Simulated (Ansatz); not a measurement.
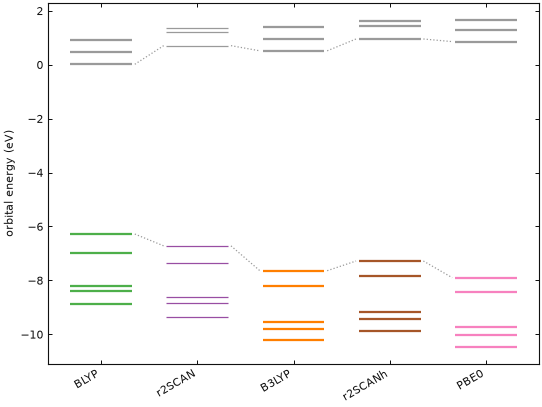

Frontier orbital energies of C₂H₈FNSi, SMILES CC[Si@H](N)F at one geometry, def2-TZVPP, the Ansatz code, at a PBE0-D4/def2-TZVP geometry (a minimum by its frequencies). Empty levels are grey, levels within 0.1 eV stand side by side; all columns show the same few orbitals around the gap. Dotted lines join the HOMOs and the LUMOs.

> How do the frontier levels move from column to column?

The separation grows from 6.30 eV (BLYP) to 8.76 eV (PBE0).

```csv
level,HOMO (eV),LUMO (eV),separation (eV)
BLYP,−6.28,0.02,6.30
r2SCAN,−6.72,0.71,7.43
B3LYP,−7.64,0.51,8.15
r2SCANh,−7.28,0.95,8.23
PBE0,−7.90,0.86,8.76
```

Caveats, for all or some of the runs: empty levels above zero depend strongly on the basis; one conformer of a flexible molecule.
